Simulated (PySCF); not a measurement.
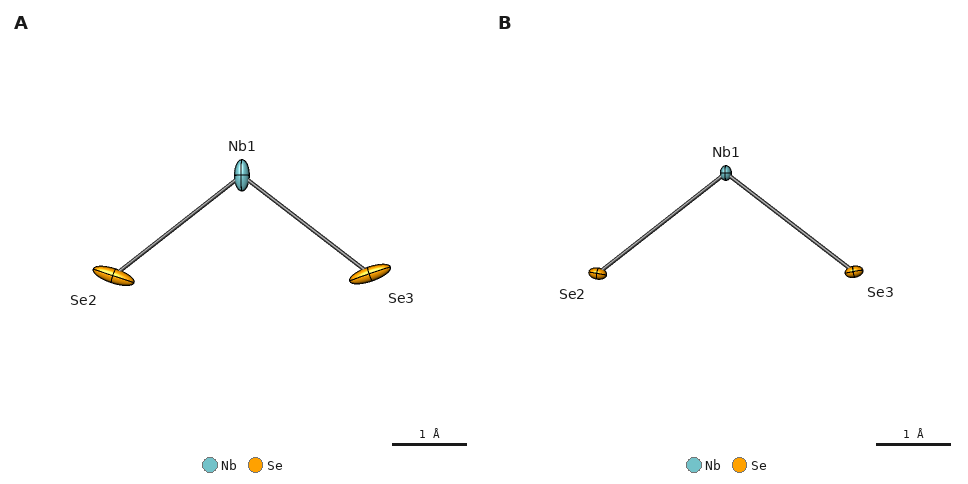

Displacement ellipsoids at the 50 % level, scaled by 3, from the internal vibrations of the free molecule (harmonic, no overall translation or rotation; no half-axis is drawn under 0.075 Å). The species has charge +1 and is a spin singlet. Vibrations computed with RKS-based PBE0, Nb def2-TZVP with ECP28, Se def2-TZVP; scalar-relativistic core potentials; density fitting (PySCF 2.14.0). One panel is for 0 K (zero-point motion alone), the other for 600 K.

> Which panel is for 600 K?

A.

> How much does the mean-square displacement of Se2 grow, and why?

U_eq goes from 0.00030 to 0.0015 Å², a factor of 5.0. Modes below kT (417 cm⁻¹ at 600 K) grow about in proportion to T, and the lowest lies at 135 cm⁻¹; the mean-square amplitude of a mode is its zero-point value times coth(ħω/2kT), which comes close to 1 only above about 3kT.

The search tried a few shapes and spins; others may lie lower.
